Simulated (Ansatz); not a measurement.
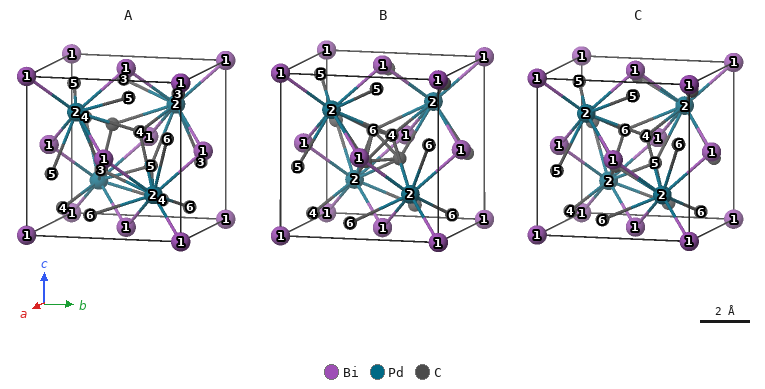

3 geometries from one relaxation of crystalline BiPdC₄ (built on the MgInCu4 type), in shuffled order. Style: ball-and-stick. Shown: the conventional cell (4 times the calculation's cell), slightly off an axis. Lengths and directions refer to the drawn axes.

Case: MgInCu4 type (F-43m, No. 216).

Computed with DFT PBE, scalar-relativistic, plane waves, PAW (Ansatz). Set-up: plane-wave cutoff 420 eV; k-point mesh 10 × 10 × 10; occupations gaussian; smearing width 0.1 eV; no spin polarisation; cell and atoms relaxed; force threshold 0.01 eV/Å; at most 80 steps.

Put them in the order of the run, from the start to the converged end.

A, C, B. They are steps 0, 7, 15, at +5.167 eV per cell of the calculation, +1.798 eV per cell of the calculation relative to the last. The largest moves relative to the cell, 0.48 Å, are those of C3, C4, C5 and C6. C5 goes along [1 −1 1]. Pd and Bi stay in place. Cell: a = b = c 6.576 → 6.734 Å (+2.4 %). Volume +7.4 %. Among the contacts that change: C3–C4 2.325 → 1.601 Å, Bi1–Pd2 2.848 → 2.916 Å, Pd2–C3 2.726 → 2.749 Å. The space group stays F-43m (No. 216). After 13 accepted moves (15 points after the start) the energy has fallen by 5.167 eV per cell of the calculation. Largest force component: 0.013 eV/Å at the start, 0.00077 eV/Å at the end. Pressure: 1.93 GPa at the start and 0.00 GPa at the end. At 2 points the geometry stayed and the basis and grid were re-selected for the new cell (energy shift of 13.1 meV per cell of the calculation at most each time).
